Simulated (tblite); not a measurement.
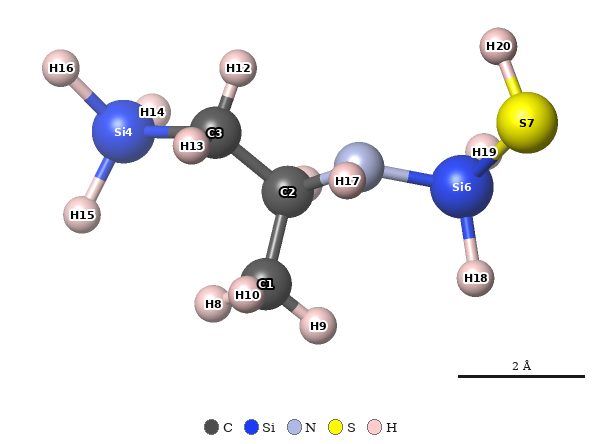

Fig. 1: The starting structure (ball-and-stick view, seen at a tilt; atoms are numbered from 1 in the order of the input).

# Geometry relaxation, with input and output: C3H13NSSi2 (part 1 of 3)

- system: C3H13NSSi2
- method: GFN2-xTB geometry optimisation, gas phase (tblite 0.8.0)

It belongs to a series of runs on one base structure; here: H on C replaced by CH2SiH3.

### Output
```
step      E/eV     max force
  0    -618.42508    1.304
  1    -618.48562    0.541
  2    -618.52321    0.478
  3    -618.54414    0.444
  4    -618.56822    0.376
  5    -618.58792    0.418
  6    -618.60489    0.441
  7    -618.61633    0.276
  8    -618.62451    0.205
  9    -618.63011    0.162
 10    -618.63480    0.205
 11    -618.64009    0.230
 12    -618.64539    0.214
 13    -618.64912    0.114
 14    -618.65107    0.099
 15    -618.65227    0.089
 16    -618.65321    0.096
 17    -618.65392    0.059
 18    -618.65447    0.050
 19    -618.65498    0.055
 20    -618.65550    0.061
 21    -618.65601    0.063
 22    -618.65644    0.041
 23    -618.65680    0.042
 24    -618.65714    0.047
 25    -618.65745    0.048
 26    -618.65772    0.038
 27    -618.65797    0.038
 28    -618.65828    0.052
 29    -618.65865    0.046
 30    -618.65900    0.040
 31    -618.65922    0.029
 32    -618.65936    0.041
 33    -618.65954    0.045
 34    -618.65979    0.042
 35    -618.66011    0.048
 36    -618.66040    0.038
 37    -618.66061    0.033
 38    -618.66079    0.030
 39    -618.66099    0.037
 40    -618.66125    0.045
 41    -618.66152    0.046
 42    -618.66176    0.034
 43    -618.66196    0.034
 44    -618.66219    0.042
 45    -618.66244    0.055
 46    -618.66266    0.050
 47    -618.66281    0.028
 48    -618.66291    0.018
 49    -618.66299    0.030
 50    -618.66307    0.032
 51    -618.66315    0.020
 52    -618.66321    0.022
 53    -618.66327    0.019
 54    -618.66333    0.029
 55    -618.66339    0.024
 56    -618.66346    0.017
 57    -618.66353    0.020
 58    -618.66361    0.024
 59    -618.66371    0.032
 60    -618.66380    0.029
 61    -618.66389    0.026
 62    -618.66400    0.027
 63    -618.66413    0.038
 64    -618.66428    0.034
 65    -618.66443    0.028
 66    -618.66461    0.041
 67    -618.66481    0.051
 68    -618.66504    0.048
 69    -618.66525    0.030
 70    -618.66540    0.030
 71    -618.66553    0.030
 72    -618.66568    0.044
 73    -618.66582    0.038
 74    -618.66592    0.020
 75    -618.66598    0.022
 76    -618.66605    0.020
 77    -618.66615    0.029
 78    -618.66629    0.037
 79    -618.66645    0.028
 80    -618.66658    0.031
 81    -618.66669    0.027
 82    -618.66680    0.029
 83    -618.66692    0.032
 84    -618.66703    0.026
 85    -618.66713    0.020
 86    -618.66722    0.019
 87    -618.66731    0.025
 88    -618.66740    0.027
 89    -618.66749    0.022
 90    -618.66760    0.021
 91    -618.66772    0.024
 92    -618.66785    0.032
 93    -618.66800    0.035
 94    -618.66813    0.031
 95    -618.66824    0.025
 96    -618.66834    0.020
 97    -618.66843    0.022
 98    -618.66853    0.025
 99    -618.66864    0.026
100    -618.66873    0.019
101    -618.66878    0.016
102    -618.66882    0.015
103    -618.66888    0.021
104    -618.66896    0.025
105    -618.66904    0.024
106    -618.66910    0.014
107    -618.66912    0.009
```

### Trajectory as extended XYZ (Å, eV, eV/Å), 24 of the 108 frames kept, from step=0 to step=107
```
20
Properties=species:S:1:pos:R:3:forces:R:3 step=0 energy=-618.42508
C    -0.6940   -1.5784    0.0226   -0.4180   0.0080  -0.0090
C    -0.2116   -0.1356   -0.2157    0.4950  -0.3050   1.1670
C    -0.9119    0.8668    0.7176   -0.2140   0.0130   0.0830
Si   -2.7045    1.2807    0.2926   -0.7790  -0.0430   0.0170
N     1.2281   -0.0464    0.0919   -0.6210   0.0880  -0.1030
Si    2.5054   -0.5021   -0.9328   -0.4680  -0.4600  -0.8220
S     4.2666    0.0880    0.1104    0.2560   0.2250   0.0840
H    -1.7602   -1.6679   -0.2094    0.1790   0.0990   0.0280
H    -0.1655   -2.2913   -0.6148    0.0530   0.2410   0.0890
H    -0.5651   -1.8880    1.0691    0.0890   0.2350  -0.3050
H    -0.3918    0.1364   -1.2546    0.2760   0.0410  -0.0430
H    -0.3884    1.8250    0.6801    0.2860  -0.1550  -0.0060
H    -0.8760    0.5309    1.7664    0.2050  -0.0450  -0.3630
H    -2.8013    1.7677   -1.0977    0.0290  -0.0550   0.2180
H    -3.5500    0.0669    0.4388    0.1590   0.2970  -0.0470
H    -3.2231    2.3159    1.2370    0.2280  -0.3290  -0.3280
H     1.4185   -0.4025    1.0205   -0.3480   0.2600   0.2570
H     2.4651   -1.9747   -1.0925    0.4740   0.3200  -0.1500
H     2.3881    0.2298   -2.2042    0.0870  -0.1470   0.2460
H     3.9664    1.3896    0.1717    0.0350  -0.2890  -0.0120
20
Properties=species:S:1:pos:R:3:forces:R:3 step=5 energy=-618.58792
C    -0.7152   -1.5686    0.0260   -0.0560  -0.0160   0.0470
C    -0.2180   -0.1417   -0.1691    0.0930  -0.0080  -0.0550
C    -0.9385    0.8732    0.7170    0.2270  -0.0870   0.0910
Si   -2.7433    1.2690    0.2858    0.2080  -0.0850   0.0220
N     1.2050   -0.0577    0.1033   -0.0630  -0.0310   0.1400
Si    2.4578   -0.5242   -0.9588    0.1190   0.0320   0.1290
S     4.2601    0.0758    0.0868   -0.1220  -0.0910  -0.1320
H    -1.7713   -1.6506   -0.2132   -0.0080   0.0070   0.0230
H    -0.1568   -2.2531   -0.6089   -0.0110   0.0430  -0.0560
H    -0.5567   -1.8693    1.0579   -0.0770  -0.0430   0.1050
H    -0.3401    0.1305   -1.2102   -0.0780   0.1260  -0.3910
H    -0.3544    1.7955    0.6759   -0.0480   0.0530  -0.0310
H    -0.8543    0.5207    1.7458   -0.1020   0.0040   0.1130
H    -2.8024    1.7640   -1.0806   -0.0350   0.0370  -0.1760
H    -3.5589    0.0742    0.4350   -0.1510  -0.1440  -0.0030
H    -3.2045    2.2919    1.2101   -0.0770   0.1340   0.1140
H     1.3723   -0.3424    1.0588    0.0540   0.1750   0.2160
H     2.5545   -1.9688   -1.1320    0.2180  -0.0310  -0.1480
H     2.3948    0.2265   -2.2033   -0.0750   0.0000   0.0000
H     3.9648    1.3657    0.1706   -0.0150  -0.0750  -0.0080
20
Properties=species:S:1:pos:R:3:forces:R:3 step=9 energy=-618.63011
C    -0.7258   -1.5640    0.0312    0.0370   0.0260  -0.0490
C    -0.2144   -0.1419   -0.1732    0.0060   0.0260   0.0090
C    -0.9252    0.8668    0.7243   -0.0700   0.0390  -0.0380
Si   -2.7350    1.2544    0.2847   -0.0590   0.0360  -0.0120
N     1.2021   -0.0737    0.1273    0.0830  -0.0410  -0.0440
Si    2.4460   -0.5328   -0.9500    0.0390  -0.0480   0.0020
S     4.2479    0.0548    0.0582    0.1510  -0.0160   0.0420
H    -1.7813   -1.6421   -0.2110    0.0050  -0.0100   0.0160
H    -0.1583   -2.2310   -0.6134   -0.0620  -0.0960   0.0000
H    -0.5686   -1.8674    1.0669   -0.0710   0.0060  -0.0620
H    -0.3257    0.1416   -1.2287   -0.0220  -0.0370   0.1260
H    -0.3462    1.7920    0.6717   -0.0600   0.0410   0.0540
H    -0.8587    0.5157    1.7580   -0.0040   0.0220  -0.0280
H    -2.8077    1.7630   -1.0918    0.0080  -0.0780   0.0780
H    -3.5824    0.0614    0.4314    0.0660   0.0920  -0.0240
H    -3.2050    2.2942    1.2095    0.0190  -0.0720  -0.0460
H     1.3591   -0.2797    1.1080    0.0470   0.1130  -0.0440
H     2.6332   -1.9661   -1.1767    0.0400   0.0440  -0.0680
H     2.3808    0.2232   -2.1981   -0.1310  -0.0240   0.0930
H     3.9602    1.3421    0.1683   -0.0210  -0.0240  -0.0040
20
Properties=species:S:1:pos:R:3:forces:R:3 step=14 energy=-618.65107
C    -0.7298   -1.5607    0.0241   -0.0530  -0.0400   0.0350
C    -0.2064   -0.1403   -0.1677    0.0130  -0.0490   0.0280
C    -0.9267    0.8699    0.7235    0.0330  -0.0240   0.0200
Si   -2.7346    1.2522    0.2827   -0.0020  -0.0100  -0.0030
N     1.2137   -0.0877    0.1319   -0.0160   0.0610  -0.0260
Si    2.4625   -0.5477   -0.9371   -0.0100  -0.0060  -0.0240
S     4.2794    0.0399    0.0502    0.0080   0.0210  -0.0050
H    -1.7868   -1.6356   -0.2101   -0.0350   0.0600  -0.0710
H    -0.1779   -2.2458   -0.6166   -0.0150   0.0120   0.0180
H    -0.5937   -1.8669    1.0591    0.0370  -0.0280   0.0340
H    -0.3239    0.1428   -1.2181    0.0450   0.0100  -0.0190
H    -0.3626    1.8048    0.6842    0.0040   0.0060  -0.0060
H    -0.8664    0.5207    1.7571   -0.0010  -0.0060   0.0220
H    -2.8092    1.7431   -1.0899    0.0090   0.0100  -0.0820
H    -3.5837    0.0707    0.4234   -0.0180  -0.0550   0.0120
H    -3.2050    2.2844    1.2045   -0.0140   0.0330   0.0300
H     1.3714   -0.2086    1.1245    0.0450   0.0150  -0.0190
H     2.6918   -1.9608   -1.2254   -0.0170  -0.0300   0.0110
H     2.3290    0.2188   -2.1704   -0.0450   0.0300   0.0210
H     3.9537    1.3175    0.1669    0.0330  -0.0060   0.0230
20
Properties=species:S:1:pos:R:3:forces:R:3 step=19 energy=-618.65498
C    -0.7362   -1.5630    0.0279    0.0250   0.0270  -0.0110
C    -0.2033   -0.1442   -0.1637   -0.0060   0.0270   0.0110
C    -0.9261    0.8674    0.7263   -0.0120   0.0030  -0.0010
Si   -2.7370    1.2509    0.2794    0.0330  -0.0160  -0.0050
N     1.2174   -0.0814    0.1292   -0.0040  -0.0170   0.0200
Si    2.4634   -0.5517   -0.9393    0.0120   0.0290   0.0190
S     4.2858    0.0386    0.0457   -0.0370  -0.0140  -0.0380
H    -1.7923   -1.6214   -0.2219    0.0280   0.0210   0.0250
H    -0.1865   -2.2488   -0.6132   -0.0050  -0.0090  -0.0040
H    -0.5960   -1.8740    1.0624   -0.0490   0.0000  -0.0170
H    -0.3154    0.1413   -1.2155   -0.0030  -0.0170   0.0130
H    -0.3648    1.8050    0.6852   -0.0010  -0.0280  -0.0010
H    -0.8672    0.5204    1.7618   -0.0030   0.0040  -0.0180
H    -2.8066    1.7382   -1.1002    0.0070  -0.0180   0.0170
H    -3.5841    0.0645    0.4241    0.0070   0.0020   0.0010
H    -3.2062    2.2851    1.2054    0.0020  -0.0140  -0.0260
H     1.3850   -0.1922    1.1211    0.0190   0.0070   0.0090
H     2.6956   -1.9645   -1.2296   -0.0210  -0.0110   0.0140
H     2.3087    0.2258   -2.1613   -0.0120   0.0230  -0.0250
H     3.9606    1.3146    0.1732    0.0200   0.0030   0.0190
20
Properties=species:S:1:pos:R:3:forces:R:3 step=23 energy=-618.65680
C    -0.7354   -1.5595    0.0285   -0.0210  -0.0310  -0.0010
C    -0.1997   -0.1431   -0.1595    0.0120  -0.0320   0.0050
C    -0.9269    0.8654    0.7279    0.0310   0.0000  -0.0060
Si   -2.7346    1.2460    0.2761    0.0040  -0.0110   0.0040
N     1.2204   -0.0806    0.1325    0.0040   0.0100   0.0120
Si    2.4602   -0.5493   -0.9426   -0.0200   0.0120  -0.0190
S     4.2834    0.0358    0.0343    0.0420   0.0050  -0.0040
H    -1.7900   -1.6066   -0.2240   -0.0300   0.0000  -0.0070
H    -0.1924   -2.2508   -0.6119    0.0170   0.0040  -0.0120
H    -0.6093   -1.8785    1.0615   -0.0040   0.0190   0.0140
H    -0.3107    0.1371   -1.2127    0.0000   0.0130   0.0150
H    -0.3641    1.8002    0.6851    0.0070   0.0350   0.0120
H    -0.8686    0.5199    1.7633   -0.0050  -0.0050  -0.0010
H    -2.8025    1.7305   -1.1031    0.0060  -0.0140  -0.0070
H    -3.5819    0.0609    0.4248    0.0010  -0.0080  -0.0020
H    -3.2060    2.2815    1.1981   -0.0040   0.0010  -0.0140
H     1.3976   -0.1813    1.1233   -0.0160  -0.0030   0.0210
H     2.6905   -1.9652   -1.2268   -0.0260   0.0250   0.0010
H     2.2943    0.2349   -2.1603    0.0000  -0.0060  -0.0150
H     3.9708    1.3134    0.1824    0.0010  -0.0140   0.0050
20
Properties=species:S:1:pos:R:3:forces:R:3 step=28 energy=-618.65828
C    -0.7398   -1.5611    0.0288    0.0070   0.0350   0.0060
C    -0.1949   -0.1460   -0.1544   -0.0200   0.0300   0.0080
C    -0.9221    0.8655    0.7295   -0.0160   0.0040   0.0170
Si   -2.7308    1.2389    0.2733    0.0130  -0.0020  -0.0020
N     1.2243   -0.0800    0.1398   -0.0240  -0.0120  -0.0030
Si    2.4563   -0.5414   -0.9468    0.0300   0.0260   0.0330
S     4.2923    0.0332    0.0197   -0.0060  -0.0010  -0.0290
H    -1.7951   -1.5968   -0.2285    0.0300  -0.0200  -0.0080
H    -0.1945   -2.2515   -0.6121   -0.0210   0.0060   0.0280
H    -0.6220   -1.8777    1.0640    0.0020  -0.0060  -0.0150
H    -0.3059    0.1370   -1.2064    0.0130   0.0050  -0.0100
H    -0.3617    1.8034    0.6892   -0.0070  -0.0220   0.0090
H    -0.8698    0.5184    1.7648    0.0110   0.0100   0.0050
H    -2.7965    1.7177   -1.1074    0.0060  -0.0130  -0.0210
H    -3.5792    0.0551    0.4247    0.0040  -0.0110   0.0010
H    -3.2070    2.2786    1.1866   -0.0080   0.0110   0.0010
H     1.4017   -0.1732    1.1314   -0.0050  -0.0120  -0.0020
H     2.6774   -1.9577   -1.2259   -0.0120  -0.0120  -0.0210
H     2.2824    0.2405   -2.1654    0.0040  -0.0030   0.0000
H     3.9795    1.3077    0.1921    0.0010  -0.0120   0.0040
20
Properties=species:S:1:pos:R:3:forces:R:3 step=33 energy=-618.65954
C    -0.7426   -1.5560    0.0307    0.0040  -0.0140  -0.0040
C    -0.1944   -0.1426   -0.1496    0.0090  -0.0010  -0.0060
C    -0.9215    0.8666    0.7353   -0.0070   0.0050  -0.0010
Si   -2.7280    1.2336    0.2698   -0.0210   0.0110  -0.0050
N     1.2241   -0.0808    0.1463    0.0210   0.0140   0.0060
Si    2.4553   -0.5315   -0.9455   -0.0220  -0.0360  -0.0150
S     4.3033    0.0312   -0.0011    0.0010  -0.0060  -0.0100
H    -1.7945   -1.5942   -0.2356   -0.0160   0.0050   0.0000
H    -0.1988   -2.2501   -0.6053    0.0320  -0.0040  -0.0100
H    -0.6318   -1.8769    1.0645    0.0000   0.0130   0.0170
H    -0.2989    0.1404   -1.2027   -0.0120   0.0120   0.0080
H    -0.3609    1.8035    0.6962   -0.0030   0.0120   0.0030
H    -0.8678    0.5196    1.7702   -0.0040  -0.0010   0.0100
H    -2.7885    1.7005   -1.1168    0.0070  -0.0170   0.0070
H    -3.5740    0.0472    0.4249    0.0110   0.0070   0.0020
H    -3.2104    2.2789    1.1749   -0.0050  -0.0010  -0.0130
H     1.4022   -0.1723    1.1378   -0.0050  -0.0160  -0.0040
H     2.6600   -1.9502   -1.2313    0.0050   0.0030  -0.0130
H     2.2746    0.2440   -2.1682    0.0040   0.0090   0.0220
H     3.9875    1.2997    0.2025    0.0010   0.0050   0.0050
20
Properties=species:S:1:pos:R:3:forces:R:3 step=37 energy=-618.66061
C    -0.7424   -1.5537    0.0310    0.0030   0.0160   0.0080
C    -0.1937   -0.1392   -0.1449    0.0080   0.0140   0.0130
C    -0.9228    0.8679    0.7415    0.0040   0.0130   0.0080
Si   -2.7278    1.2312    0.2662    0.0050  -0.0090   0.0010
N     1.2249   -0.0762    0.1528    0.0130  -0.0130  -0.0020
Si    2.4482   -0.5328   -0.9454    0.0300   0.0110  -0.0100
S     4.3115    0.0282   -0.0262   -0.0210  -0.0110   0.0060
H    -1.7935   -1.5906   -0.2408    0.0110  -0.0050  -0.0160
H    -0.1919   -2.2485   -0.5998    0.0030   0.0140   0.0110
H    -0.6418   -1.8703    1.0676    0.0130   0.0000   0.0000
H    -0.2965    0.1495   -1.1967   -0.0140  -0.0040   0.0100
H    -0.3640    1.8061    0.7050    0.0020   0.0110  -0.0120
H    -0.8678    0.5228    1.7772   -0.0200  -0.0130  -0.0040
H    -2.7786    1.6777   -1.1269    0.0000  -0.0010   0.0040
H    -3.5659    0.0410    0.4263   -0.0110  -0.0020   0.0090
H    -3.2177    2.2817    1.1603   -0.0070   0.0050  -0.0160
H     1.4020   -0.1786    1.1434   -0.0010  -0.0140   0.0000
H     2.6485   -1.9483   -1.2459    0.0040  -0.0120   0.0000
H     2.2688    0.2516   -2.1613   -0.0160   0.0180  -0.0050
H     3.9952    1.2912    0.2136   -0.0060  -0.0170  -0.0070
20
Properties=species:S:1:pos:R:3:forces:R:3 step=42 energy=-618.66176
C    -0.7396   -1.5463    0.0347    0.0050  -0.0120   0.0010
C    -0.1901   -0.1322   -0.1369   -0.0080  -0.0060  -0.0130
C    -0.9218    0.8730    0.7494   -0.0090  -0.0060  -0.0080
Si   -2.7260    1.2252    0.2631   -0.0120   0.0020  -0.0080
N     1.2297   -0.0757    0.1578   -0.0080   0.0000  -0.0010
Si    2.4457   -0.5315   -0.9511   -0.0300   0.0000  -0.0020
S     4.3162    0.0197   -0.0465    0.0140  -0.0180   0.0250
H    -1.7864   -1.5877   -0.2517   -0.0010   0.0050   0.0060
H    -0.1816   -2.2404   -0.5893    0.0210   0.0030  -0.0050
H    -0.6473   -1.8633    1.0717   -0.0050   0.0000   0.0120
H    -0.2990    0.1582   -1.1869    0.0210   0.0050  -0.0130
H    -0.3668    1.8134    0.7114    0.0020  -0.0090   0.0260
H    -0.8757    0.5225    1.7834    0.0140   0.0220   0.0060
H    -2.7679    1.6534   -1.1362   -0.0050   0.0000   0.0020
H    -3.5618    0.0342    0.4326   -0.0060   0.0060   0.0110
H    -3.2286    2.2868    1.1374    0.0020  -0.0040  -0.0150
H     1.4039   -0.1942    1.1473    0.0200  -0.0080  -0.0110
H     2.6360   -1.9487   -1.2594    0.0050   0.0320   0.0000
H     2.2560    0.2678   -2.1562   -0.0120  -0.0010  -0.0050
H     3.9999    1.2764    0.2226   -0.0120  -0.0100  -0.0080
20
Properties=species:S:1:pos:R:3:forces:R:3 step=47 energy=-618.66281
C    -0.7354   -1.5421    0.0380    0.0010   0.0040  -0.0070
C    -0.1889   -0.1269   -0.1318    0.0110  -0.0010   0.0100
C    -0.9234    0.8763    0.7549    0.0070  -0.0030   0.0060
Si   -2.7271    1.2196    0.2584    0.0070   0.0030   0.0020
N     1.2314   -0.0750    0.1618    0.0070   0.0220   0.0040
Si    2.4398   -0.5269   -0.9563    0.0100   0.0130  -0.0020
S     4.3191    0.0047   -0.0553   -0.0270  -0.0020   0.0080
H    -1.7792   -1.5856   -0.2592    0.0030  -0.0150   0.0060
H    -0.1652   -2.2319   -0.5803   -0.0080  -0.0100   0.0090
H    -0.6525   -1.8563    1.0775   -0.0040   0.0040  -0.0180
H    -0.2943    0.1667   -1.1820    0.0060  -0.0090   0.0090
H    -0.3689    1.8171    0.7245   -0.0040   0.0020  -0.0100
H    -0.8791    0.5284    1.7898    0.0030  -0.0110   0.0010
H    -2.7612    1.6325   -1.1449   -0.0090  -0.0050  -0.0160
H    -3.5621    0.0304    0.4426   -0.0030   0.0020   0.0040
H    -3.2381    2.2919    1.1124    0.0000   0.0120   0.0060
H     1.4115   -0.2109    1.1478   -0.0030   0.0000   0.0050
H     2.6294   -1.9406   -1.2737   -0.0040  -0.0010  -0.0150
H     2.2398    0.2817   -2.1535    0.0010  -0.0020  -0.0030
H     3.9993    1.2576    0.2264    0.0070  -0.0040   0.0020
20
Properties=species:S:1:pos:R:3:forces:R:3 step=51 energy=-618.66315
C    -0.7337   -1.5403    0.0381    0.0040  -0.0060   0.0070
C    -0.1863   -0.1251   -0.1285   -0.0070   0.0000  -0.0070
C    -0.9231    0.8768    0.7579   -0.0040   0.0010  -0.0040
Si   -2.7263    1.2184    0.2564   -0.0010   0.0040   0.0000
N     1.2338   -0.0703    0.1645   -0.0040  -0.0060   0.0050
Si    2.4377   -0.5232   -0.9587   -0.0160  -0.0090  -0.0020
S     4.3166   -0.0012   -0.0575    0.0130  -0.0040   0.0140
H    -1.7767   -1.5867   -0.2614    0.0040   0.0030  -0.0090
H    -0.1614   -2.2320   -0.5759   -0.0010  -0.0050  -0.0030
H    -0.6563   -1.8539    1.0772    0.0060  -0.0060   0.0160
H    -0.2908    0.1680   -1.1784   -0.0010   0.0060  -0.0050
H    -0.3704    1.8187    0.7273   -0.0010   0.0000  -0.0040
H    -0.8792    0.5283    1.7927   -0.0010  -0.0040  -0.0030
H    -2.7602    1.6226   -1.1508   -0.0050  -0.0100   0.0080
H    -3.5618    0.0296    0.4469    0.0030   0.0100   0.0020
H    -3.2409    2.2955    1.1038    0.0090   0.0010  -0.0050
H     1.4145   -0.2157    1.1492    0.0010   0.0060   0.0030
H     2.6241   -1.9365   -1.2815   -0.0060   0.0050  -0.0120
H     2.2335    0.2867   -2.1539    0.0040   0.0060  -0.0070
H     4.0017    1.2510    0.2295    0.0030   0.0100   0.0050
```
